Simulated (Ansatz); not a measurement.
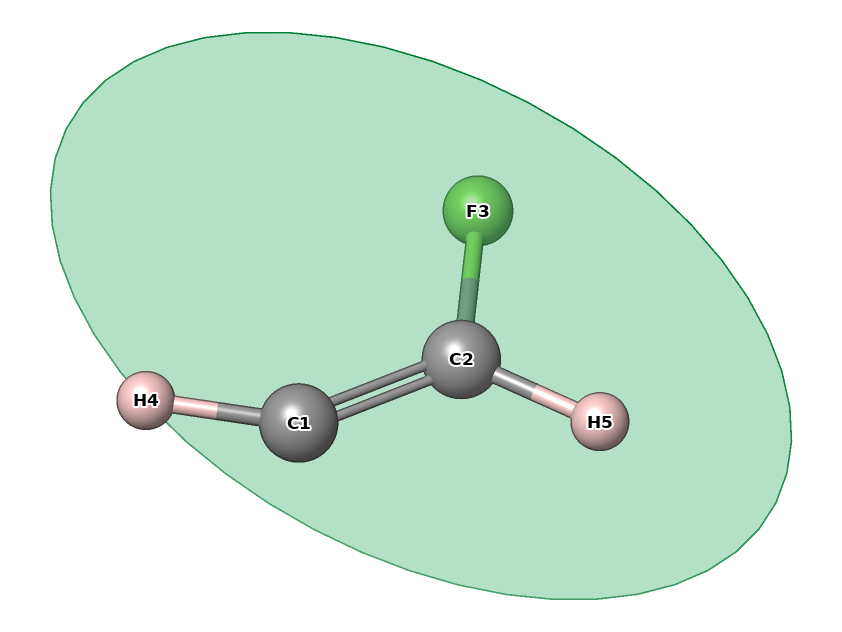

A disc through the centre of mass is drawn in. Distant atoms are faded towards the background colour. The species is neutral and a spin doublet. The geometry was computed by an optimisation with PBE-D4/def2-SVP. No frequency run is at hand to confirm it as a minimum.

Question: Is the plane of the disc a mirror plane of the structure?

Answer: No. The point group is Cs, with 1 mirror plane, and this plane isn't one of its mirror planes.
